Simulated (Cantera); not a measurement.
Charge: 1 mol MgCO3, 0.71 mol H2S, 0.38 mol O2, at 7.50 Torr.

These are equilibrium values from Cantera (NASA tables, ideal gas, pure condensed phases), not measurements of a reactor. Candidate condensed phases: C, C6H6, C7H8, C8H18, H2O, H2SO4, Mg, MgCO3, MgO, Mg(OH)2, MgS, MgSO4, S; 130 gas species. Gases not in the tables: S3 to S7. Kinetics and transport are ignored.

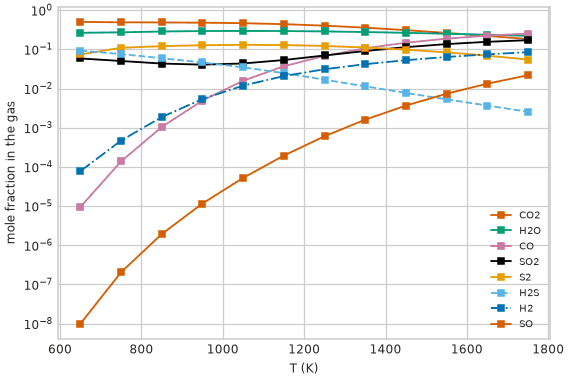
*Equilibrium gas composition (values under 1e-9 drawn at 1e-9)*

From 650 K to 1750 K the condensed part is MgO(s).
